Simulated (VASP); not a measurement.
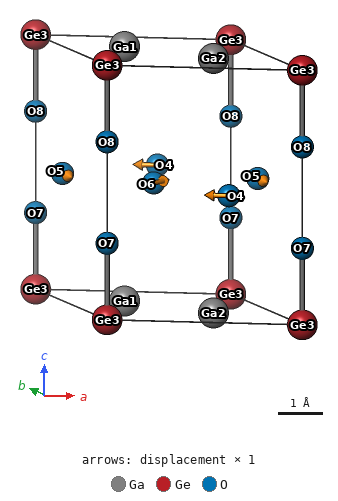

A relaxation of a crystal of Ga2GeO5 (a generated structure, set up in P-62m). The starting structure is drawn; orange arrows show the displacements (the part carried along by the change of the cell is left out), at their true length.

The picture is a ball-and-stick view of the cell of the calculation, seen slightly off an axis.

The run lets cell and atoms move.

Computed with Kohn-Sham DFT of a periodic cell, PBE, VASP PAW PBE potentials, recommended in VASP.

The input:
```
PREC     = Normal         # precision mode
ENCUT    = 520            # plane-wave cutoff, eV
EDIFF    = 1E-4           # SCF threshold, eV
ISMEAR   = 0              # smearing method
SIGMA    = 0.15           # smearing width, eV
LREAL    = F              # projectors in reciprocal space
LASPH    = T              # aspherical terms in the spheres
NELM     = 60             # most SCF steps
ALGO     = Fast           # electronic algorithm
ISIF     = 3              # what is computed and relaxed
LWAVE    = F              # write WAVECAR
LCHARG   = F              # write CHGCAR
GGA      = PE             # functional
IBRION   = 2              # ionic algorithm
NSW      = 24             # ionic steps
EDIFFG   = -0.08          # ionic threshold
```

Command:
```bash
cat potpaw_PBE.64/Ga_d/POTCAR potpaw_PBE.64/Ge_d/POTCAR potpaw_PBE.64/O/POTCAR > POTCAR
mpirun -np 1 vasp_std > vasp.out
```

Describe the change and its energy.

The energy falls by 2.189 eV per cell of the calculation in 17 geometry steps. Largest force component: 1.4 eV/Å at the start, 0.065 eV/Å at the end. Pressure: 6.69 GPa at the start and 0.10 GPa at the end. The largest moves relative to the cell, 0.59 Å, are those of O4, O5 and O6. O4 goes along −a. Ga and Ge stay in place. The volume changes by +6.4 %, with a = b 4.531 → 4.927 Å (+8.8 %), c 5.919 → 5.323 Å (−10.1 %). Some distances before and after: Ge3–O7 1.780 → 1.634 Å. The space group stays P-62m (No. 189).

Limits of the set-up: layers or molecules are held without a dispersion correction, so their spacing is unreliable.
